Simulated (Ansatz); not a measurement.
# Tunnelling across a broken Al chain: predicting one gap

**Method.** Ansatz 0.2.0, plane waves with PAW datasets at the program's default cutoffs, Fermi-Dirac smearing of 0.05 eV, chains in boxes 7.5 Å wide or more, moments seeded when the perfect chain is relaxed. PBE, no spin-orbit coupling; one bond is opened by s Å beyond its relaxed length, the other atoms of a straight cell of 13 kept, without spin, and the conductance taken at 300 K.

| run | G (G₀) | largest error term (%) | s | ln G |
| --- | --- | --- | --- | --- |
| +1.2 Å | 0.6926 | 4 | 1.2 | −0.3673 |
| +1.8 Å | 0.09545 | 9 | 1.8 | −2.349 |
| +2.5 Å | 0.01216 | 11 | 2.5 | −4.41 |
| +3.3 Å | 0.00146 | 11 | 3.3 | −6.529 |

One run is withheld: run = +4.2 Å, with s = 4.2. Fit a straight line ln G = a + b × s to the 4 rows shown and predict it.

**Fit.** The means are 2.2 for s and −3.414 for ln G. The sum of products of deviations is −7.198 and the sum of squares in s is 2.46, so b = −7.198 / 2.46 = −2.926 and a = −3.414 − (−2.926) × 2.2 = 3.023. The residuals' standard deviation, with 2 degrees of freedom, is σ = 0.16.

**Prediction.** ln G = 3.023 + (−2.926) × 4.2 = −9.266, that is 9.46e-05 G₀. The run gave 0.000139 G₀ (ln G = −8.88), so the prediction less the run is −0.39. The standard error of a prediction there, σ√(1 + 1/4 + (4.2 − 2.2)²/2.46), is 0.27, and the miss is 1.4 times that, for a point outside the fitted range. With so few rows σ is itself uncertain.

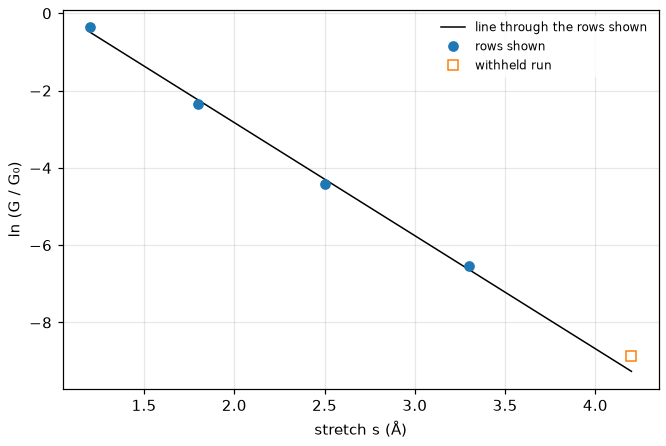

The fitted line, the rows shown and the withheld run.

**Limits.** Between neighbouring runs the slope of ln G lies between −3.30 and −2.61 per Å, so one exponential is an approximation. Error terms (up to 12 %, withheld run included) bound how much a small miss can mean. Broken ends may want a moment where none was allowed. No image potential, spin-orbit coupling or relaxation; a bent or dimerised chain may be lower in energy. Series of this kind are told only where this holds: one magnetic state in all runs, error terms under 60 %, and the runs' own leads conduct as the perfect chain does. 36 of 42 did.
